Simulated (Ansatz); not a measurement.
# CH5ClFNSi: a ladder of functionals and wavefunction methods

Aim: compute CH5ClFNSi with functionals from several rungs and with coupled cluster. The yardstick is the atomisation energy at the CCSD(T) limit.

Method: functionals in def2-TZVPP, the program's frozen cores in correlated methods; program: Ansatz 0.2.0, Gaussian basis.

The runs, in order: PBE-D4, r2SCAN-D4, PBE0-D4, B3LYP-D4, ωB97X-V, ωB97M-V, B2PLYP; CCSD(T)/def2-TZVPP; MP2/def2-QZVPP; extrapolation to the limit.

**1. Structure used throughout**

The geometry comes from an earlier relaxation with PBE0-D4 in a triple-zeta def2 set; it is a stationary point, not always the lowest conformer.

SMILES `FCN[SiH2]Cl`, 10 atoms, charge 0, spin multiplicity 1.

Atoms are counted from 1 here; the program's logs count them from 0.

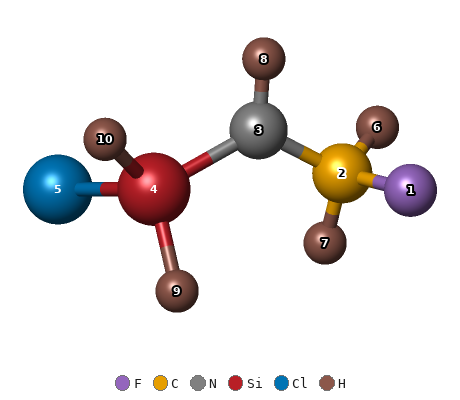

The structure; fluorine purple, carbon amber, nitrogen grey, silicon red, chlorine blue, hydrogen brown; atoms are numbered from 1 in the order of the file.

As a file:

```
F     0.99570    0.52723    2.06402
C    -0.10683    0.65079    1.22298
N    -0.22995   -0.45636    0.36011
Si    0.26211   -0.49199   -1.27590
Cl   -1.24371    0.03990   -2.58283
H    -0.97623    0.75617    1.87692
H     0.03796    1.56820    0.64670
H    -0.64246   -1.27487    0.77877
H     1.33901    0.50302   -1.45650
H     0.64771   -1.87338   -1.63138
```

**2. PBE-D4 (GGA)**

File in.yaml:

```yaml
crystal:
  periodic: [false, false, false]
  atoms:
    - {symbol: F, position_ang: [0.995699, 0.527227, 2.064025]}
    - {symbol: C, position_ang: [-0.106835, 0.650791, 1.222977]}
    - {symbol: N, position_ang: [-0.229949, -0.456360, 0.360114]}
    - {symbol: Si, position_ang: [0.262106, -0.491990, -1.275903]}
    - {symbol: Cl, position_ang: [-1.243710, 0.039901, -2.582831]}
    - {symbol: H, position_ang: [-0.976228, 0.756167, 1.876923]}
    - {symbol: H, position_ang: [0.037958, 1.568203, 0.646697]}
    - {symbol: H, position_ang: [-0.642462, -1.274875, 0.778769]}
    - {symbol: H, position_ang: [1.339014, 0.503016, -1.456495]}
    - {symbol: H, position_ang: [0.647707, -1.873380, -1.631377]}
basis:
  gaussian: {orbitals: def2-TZVPP}
hamiltonian: {xc: pbe, dispersion: d4}
output: {forces: true, orbitals: {seedname: orbitals}}
```

Command:

```sh
ansatz run in.yaml --threads 4 --pin off --events-out ev --progress --plain --max-ram 10444MiB
```

After this run come: r2SCAN-D4 (meta-GGA); PBE0-D4 (hybrid); B3LYP-D4 (hybrid); ωB97X-V (range-separated); ωB97M-V (range-separated); B2PLYP (double hybrid); CCSD(T) in def2-TZVPP; MP2 in def2-QZVPP.

Q: Predict the results of all the runs planned. Wanted: atomisation energy, CCSD(T)/CBS; farthest; mean size of error, hybrid; mean size of error, range-separated; gap, smallest and largest; T1 diagnostic; triples share of the correlation energy.

The runs gave:

```
                               quantity                                  value
        atomisation energy, CCSD(T)/CBS                              36.359 eV
    functionals within 0.182 eV (0.5 %)  r2SCAN-D4, PBE0-D4, B3LYP-D4, ωB97M-V
                               farthest                     PBE-D4 (+0.614 eV)
             mean size of error, hybrid                               0.078 eV
    mean size of error, range-separated                               0.185 eV
              gap, smallest and largest   6.26 eV (PBE-D4), 12.94 eV (ωB97X-V)
                          T1 diagnostic                                 0.0106
triples share of the correlation energy                                  3.5 %
```

PBE-D4 misses by +0.614 eV. Double hybrids carry the basis error of their MP2 part in triple zeta, and no dispersion term here, so their miss is partly the set-up's. The reference freezes the cores and leaves out relativity and excitations past (T), so misses under about 0.182 eV can't be ranked. Hartree-Fock recovers 71 % of the binding; the rest is correlation. The gap grows from 6.3 to 12.9 eV across the functionals, mostly with the share of exact exchange.
